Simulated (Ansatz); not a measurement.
# Pb (Fm-3m, 1 atom in the cell): the cell at rest

Task: relax Pb (Fm-3m, 1 atom in the cell) tightly.

Calculated with Ansatz 0.2.0; DFT PBE, scalar-relativistic, plane waves, PAW.

## (1) The structure

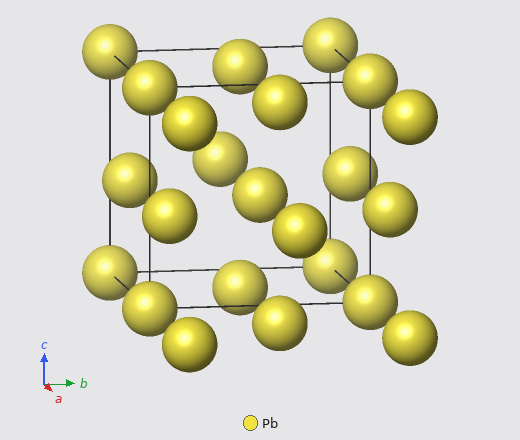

The starting structure, seen slightly off an axis (lead yellow). 2×1×1 cells are drawn. This picture shows the conventional cell, with its axes. Some periodic images of atoms are drawn too.

## (2) Probe on a coarse mesh

First a cheap look: the gap decides the mesh and the occupations, the pressure tells how far the cell has to move.

File input.yaml:

```yaml
crystal:
  lattice:
    - [0.0, 2.47502, 2.47502]
    - [2.47502, 0.0, 2.47502]
    - [2.47502, 2.47502, 0.0]
  atoms:
    - { symbol: Pb, position: [0.0, 0.0, 0.0] }
kpoints:
  mp_grid: { grid: [6, 6, 6] }
hamiltonian:
  xc: pbe
scf:
  occupations: { method: gaussian, width: 0.1 }
output:
  forces: true
  stress: true
  eigenvalues: true
```

Started as:

```
ansatz run input.yaml --threads 4 --pin off --max-ram 7168MiB --backend cpu --events-out ev --progress --plain --runs-dir out
```

Numbers of over 12 decimals in the logs are rounded to 6 here.

What it wrote:

```text
Engine: ansatz 0.2.0, aarch64-unknown-linux-gnu
Pseudopotentials: kind: paw
Pseudopotential: Pb, paw, valence charge 14, recommended cutoff 420 eV (normal), Pb.paw.azcp
Functional definition: PBE
  parameter kappa = 0.804
  parameter beta = 0.066725
  exchange = pbe_x(kappa = kappa, mu = beta*pi^2/3)
  correlation = pbe_c(beta = beta)
Crystal: 1 atoms, lattice volume = 30.323 Å³
[...]
--- Band table (eV; the first three rows and the last of 16) ---
  k-point 0: bands = [... 3 lower, -5.9514, -5.9514, -0.7706, 18.3957, 18.3957, 18.3957, 20.7233, 22.3383]
  k-point 1: bands = [... 3 lower, -5.9454, -5.9454, -0.2348, 14.2809, 17.8277, 17.8277, 20.1410, 23.5695]
  k-point 2: bands = [... 3 lower, -5.8678, -5.8678, 1.3233, 9.4437, 16.9403, 16.9403, 19.9065, 21.5318]
  k-point 15: bands = [... 3 lower, -5.8795, -5.7784, 4.3575, 8.5749, 10.9026, 11.5604, 19.7810, 20.6593]
[key lines of the parts left out:]
SCF converged after 6 iterations
Free energy (F): -11906.303126 eV
Fermi energy:    11.109777 eV
P = ⅓ Tr σ = 3.2909 GPa (32.909 kbar)
```

Run time: 0.21 s. Hardware: 4 threads of Arm Neoverse V2, shared host; peak memory 0.26 GiB.

This step gave:

```
pressure          : 3.291 GPa
volume per atom   : 30.32 Å³
gap on the k-mesh : 0 eV
```

The coarse mesh shows no gap and a pressure of 3.3 GPa.

## (3) Relaxation

Harmonic phonons are second derivatives at a point where the forces vanish, and they are wanted at zero stress, so atoms and cell are relaxed first.

input.yaml, the sections that differ from step 2:

```yaml
kpoints:
  mp_grid: { grid: [14, 14, 14] }
relax:
  adjacent_minimum: "off"
  f_tol: 0.005
  max_steps: 80
  cell: { stress_tol: 0.05 }
# crystal, hamiltonian, scf, output: as in step 2
```

What it wrote:

```text
[...]
Crystal: 1 atoms, lattice volume = 30.323 Å³
Basis set: ecut = 420 eV, 609 PW (Γ), exchange–correlation on 48×48×48 points (8 copies of the dense FFT grid, shifted against one another)
Bands: 11, of which v1, the nominal top of the filled ones, is band 7 counted from 1 (6 counted from 0)
Symmetry: 48 space group operations
[...]
k-points: 104 of 2744
[...]
SCF iter   1: F=—  HF=-11906.407572 eV  |F-HF|=—  |Δ(HF+E_count)|=         —  Δρ=5.33e-4  dr2=4.92e-5  ethr=1.77e-3  ⟨swp⟩=5.6  Hψ=7520  notcnv=0
[...]
SCF iter   6: F=-11906.407174 eV  HF=-11906.407174 eV  |F-HF|=3.07e-10  |Δ(HF+E_count)|=   3.31e-9  Δρ=8.81e-7  dr2=2.50e-10  ethr=5.11e-11  ⟨swp⟩=4.0  Hψ=5069  notcnv=0
SCF 1 converged in 6 iterations: F = -11906.407174 eV  dr2 = 2.50e-10
[...]
relax step   1: F+E_penalty+E_count = -11906.40717414 eV  Δ(F+E_penalty+E_count) = +0.000e0 eV  max|allowed force component| = 0.000e0 eV/Å  Δτ_max = 0.0000 Å  P = +2.446 GPa  Ω = 30.323 Å³  (6 SCF iters, dr2 threshold 1.00e-7 eV, accepted)
Crystal: 1 atoms, lattice volume = 32.044 Å³
[...]
iter 1 solved again at ethr=5.10e-7 eV; its pass at ethr=3.10e-3 eV (dr2=7.14e-5 eV) is discarded
SCF iter   1: F=—  HF=-11906.419246 eV  |F-HF|=—  |Δ(HF+E_count)|=         —  Δρ=5.89e-4  dr2=1.23e-4  ethr=5.10e-7  ⟨swp⟩=2.2  Hψ=10962  notcnv=0
eigensolver tolerance schedule calibrated: the retry pair's looser diagonalisation under-reported the residual by θ = 0.42 (0.11/decade); ethr = c·dr2/N_el runs at the constant in force after the calibration composes with the one it found (an armed cap, an earlier calibration), c = 8.2e-2
[...]
SCF iter   2: F=—  HF=-11906.419219 eV  |F-HF|=—  |Δ(HF+E_count)|=   2.70e-5  Δρ=2.65e-4  dr2=1.14e-5  ethr=5.10e-7  ⟨swp⟩=2.0  Hψ=1862  notcnv=0
[...]
SCF iter   4: F=-11906.419229 eV  HF=-11906.419229 eV  |F-HF|=6.55e-10  |Δ(HF+E_count)|=   1.97e-6  Δρ=2.51e-6  dr2=1.71e-9  ethr=5.85e-10  ⟨swp⟩=4.4  Hψ=6300  notcnv=0
SCF 2 converged in 4 iterations: F = -11906.419229 eV  dr2 = 1.71e-9
relax step   2: F+E_penalty+E_count = -11906.41922919 eV  Δ(F+E_penalty+E_count) = -1.206e-2 eV  max|allowed force component| = 0.000e0 eV/Å  Δτ_max = 0.0000 Å  P = -0.023 GPa  Ω = 32.044 Å³  energy of the carried Pulay correction = -2.373e-4 eV  (4 SCF iters, dr2 threshold 1.00e-7 eV, accepted)
[...]
SCF iter   5: F=-11906.419474 eV  HF=-11906.419474 eV  |F-HF|=3.64e-12  |Δ(HF+E_count)|=  1.26e-10  Δρ=1.49e-8  dr2=2.12e-14  ethr=1.00e-12  ⟨swp⟩=6.6  Hψ=5449  notcnv=0
SCF 3 converged in 5 iterations: F = -11906.419474 eV  dr2 = 2.12e-14
relax step   3: F+E_penalty+E_count = -11906.41947399 eV  Δ(F+E_penalty+E_count) = -2.448e-4 eV  max|allowed force component| = 0.000e0 eV/Å  Δτ_max = 0.0000 Å  P = -0.023 GPa  Ω = 32.044 Å³  stress off target by 2.29e-2 GPa  SCF on the basis re-selected at this cell (its energy is not comparable with the rows above)  (5 SCF iters)
basis re-selected at this cell: Δ(F+E_penalty+E_count) = -2.448e-4 eV, ΔP = -0.000 GPa vs the last step (what re-selecting the basis moved, of the pressure what is left beyond the Pulay correction that the steps carried, after the strain that the cell walked since its last selection, with what the two solves' SCF thresholds leave and, on support functions, any second-order correction that the steps lacked; it is no measure of the basis error at this ecutwfc). This SCF's stress stands 2.29e-2 GPa from its target on what of the cell is left free (relax.cell.stress_tol is 5.00e-2 GPa) and its largest allowed force component is 0.00e0 eV/Å (relax.f_tol is 5.00e-3 eV/Å): [rest of the remark cut]
SCF converged after 5 iterations
Free energy (F): -11906.419474 eV
[...]
Internal energy: -11906.417184 eV  (E = F + TS)
E sigma→0 (E₀):  -11906.418329 eV
Entropy (-TS):   -0.002290 eV (-2.290 meV/atom)
Fermi energy:    10.174373 eV
[...]
--- Stress (GPa, compression-positive) ---
       -0.022850       0.000000       0.000000
        0.000000      -0.022850       0.000000
        0.000000       0.000000      -0.022850
  P = ⅓ Tr σ = -0.0229 GPa (-0.229 kbar)
--- Band table (eV; the first three rows and the last of 104) ---
  k-point 0: bands = [... 3 lower, -6.7580, -6.7580, -1.2175, 17.1577, 17.1577, 17.1577, 19.8791, 20.8171]
  k-point 1: bands = [... 3 lower, -6.7584, -6.7584, -1.1248, 16.0237, 17.0417, 17.0417, 19.6023, 21.3958]
  k-point 2: bands = [... 3 lower, -6.7560, -6.7560, -0.8471, 13.9663, 16.7465, 16.7465, 19.2434, 22.3509]
  k-point 103: bands = [... 3 lower, -6.7121, -6.6139, 3.4751, 8.4461, 9.4048, 10.5314, 20.0084, 20.9482]
--- Relaxed structure (2 steps of the walk, 2 accepted, 1 SCFs on fresh bases) ---
  F+E_penalty+E_count = -11906.41947399 eV   max|allowed force component| = 0.000e0 eV/Å   (the final SCF, on the basis selected at the relaxed cell)
  cell:  # Å, volume = 32.0441 Å³
    - [0, 2.520998, 2.520998]
    - [2.520998, 0, 2.520998]
    - [2.520998, 2.520998, 0]
  atoms:
    - { symbol: Pb, position: [0.0, 0.0, 0.0] }
```

Wall time 1.6 s (4 threads); peak memory 0.33 GiB; 5.4 s of CPU time.

Relaxation path:

| step | energy less that of the first step (eV) | largest force component (eV/Å) | pressure (GPa) | volume (Å³) |
| --- | --- | --- | --- | --- |
| 1 | 0.0000 | 0.0000 | 2.45 | 30.32 |
| 2 | -0.0121 | 0.0000 | -0.02 | 32.04 |
| 3* | -0.0123 | 0.0000 | -0.02 | 32.04 |

Relaxation steps marked * repeat the geometry before them on a plane-wave basis chosen anew for their cell, so energy and pressure can jump there.

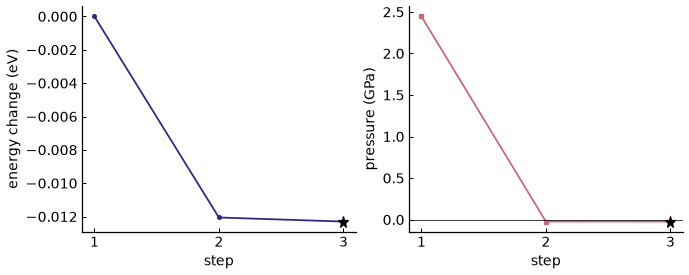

Energy and pressure along the relaxation. Stars mark steps on a basis chosen anew.

```
conventional cell, symmetrised  before  after  change
                         a (Å)   4.950  5.042  +1.9 %
                         b (Å)   4.950  5.042  +1.9 %
                         c (Å)   4.950  5.042  +1.9 %
              volume (Å³/atom)   30.32  32.04  +5.7 %
```

Final coordinates:

```
Pb
1.0
     0.00000    2.52100    2.52100
     2.52100    0.00000    2.52100
     2.52100    2.52100    0.00000
Pb
1
Direct
  0.00000 0.00000 0.00000
```

This step gave:

```
pressure        : -0.02285 GPa
volume per atom : 32.04 Å³
```

In this step the volume went from 30.32 to 32.04 Å³/atom.

## (4) Relaxing to small forces for the phonons

Phonons need a cell at rest on their own settings, so the relaxation is repeated with tight tolerances on forces and stress on the k mesh and occupations of the first response run.

File input.yaml:

```yaml
crystal:
  lattice:
    - [0.0, 2.5209979279, 2.5209979279]
    - [2.5209979279, 0.0, 2.5209979279]
    - [2.5209979279, 2.5209979279, 0.0]
  atoms:
    - { symbol: Pb, position: [0.0, 0.0, 0.0] }
kpoints:
  mp_grid: { grid: [16, 16, 16] }
hamiltonian:
  xc: pbe
scf:
  occupations: { method: methfessel_paxton, width: 0.2 }
output:
  forces: true
  stress: true
  eigenvalues: true
relax:
  adjacent_minimum: "off"
  f_tol: 0.001
  max_steps: 60
  cell: { stress_tol: 0.01 }
```

What it wrote:

```text
[...]
Crystal: 1 atoms, lattice volume = 32.044 Å³
Basis set: ecut = 420 eV, 609 PW (Γ), exchange–correlation on 48×48×48 points (8 copies of the dense FFT grid, shifted against one another)
Bands: 11, of which v1, the nominal top of the filled ones, is band 7 counted from 1 (6 counted from 0)
[... 1 set-up line as in the run before ...]
[...]
k-points: 145 of 4096
[...]
k-point 2: bands = [... 3 lower, -6.6905, -6.6905, -0.8938, 14.5976, 16.9400, 16.9400, 19.4127, 22.2212]
  k-point 144: bands = [... 3 lower, -6.6494, -6.5448, 3.5590, 8.9619, 8.9619, 10.5428, 20.7097, 22.1163]
--- Relaxed structure (3 steps of the walk, 3 accepted, 1 SCFs on fresh bases) ---
[...]
cell:  # Å, volume = 31.8792 Å³
    - [0, 2.516667, 2.516667]
    - [2.516667, 0, 2.516667]
    - [2.516667, 2.516667, 0]
  atoms:
    - { symbol: Pb, position: [0.0, 0.0, 0.0] }
[key lines of the parts left out:]
SCF converged after 5 iterations
Free energy (F): -11906.415338 eV
Fermi energy:    10.307630 eV
P = ⅓ Tr σ = -0.0003 GPa (-0.003 kbar)
```

Elapsed: 2.5 s, on 4 threads; peak memory 0.36 GiB; 8.9 s of CPU time.

Relaxation path:

```
step  energy less that of the first step (eV)  largest force component (eV/Å)  pressure (GPa)  volume (Å³)
   1                                   0.0000                          0.0000           -0.20        32.04
   2                                  -0.0001                          0.0000           -0.02        31.89
   3                                  -0.0001                          0.0000            0.00        31.88
  4*                                  -0.0001                          0.0000            0.00        31.88
```

Relaxation steps marked * repeat the geometry before them on a plane-wave basis chosen anew for their cell, so energy and pressure can jump there.

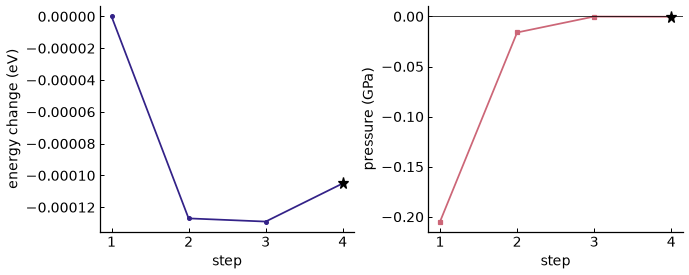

Energy and pressure along the relaxation. Stars mark steps on a basis chosen anew.

| conventional cell, symmetrised | before | after | change |
| --- | --- | --- | --- |
| a (Å) | 5.042 | 5.033 | -0.2 % |
| b (Å) | 5.042 | 5.033 | -0.2 % |
| c (Å) | 5.042 | 5.033 | -0.2 % |
| volume (Å³/atom) | 32.04 | 31.88 | -0.5 % |

Final coordinates:

```
Pb
1.0
     0.00000    2.51667    2.51667
     2.51667    0.00000    2.51667
     2.51667    2.51667    0.00000
Pb
1
Direct
  0.00000 0.00000 0.00000
```

This step gave:

```
pressure        : -2.88e-4 GPa
volume per atom : 31.88 Å³
```

The forces vanish by symmetry and the pressure is 0.000 GPa, within the tolerances set. The cell now holds 31.88 Å³/atom.

## (5) Outcome

```yaml
space_group_after_relaxation_within_0p01_a: Fm-3m
lattice_constant_a: 5.033 Å
lattice_constant_b: 5.033 Å
lattice_constant_c: 5.033 Å
volume_per_atom: 31.9 Å³
```

The forces vanish by symmetry and the pressure is 0.000 GPa, within the tolerances set. The cell now holds 31.88 Å³/atom. The relaxation keeps the symmetry of its start, so it says nothing on stability against lower symmetry. Spin-orbit coupling is left out, which can matter for the heavy elements here.

[Logs are printed without paths, hosts, clocks, repeated set-up lines and the standing remarks that a program may print on its own settings, such as how far it seeks lower states.]

[Hosts, paths, dates, database ids (printed as entryN), source tags and the programs' standing remarks are cut or masked in the printed files.]
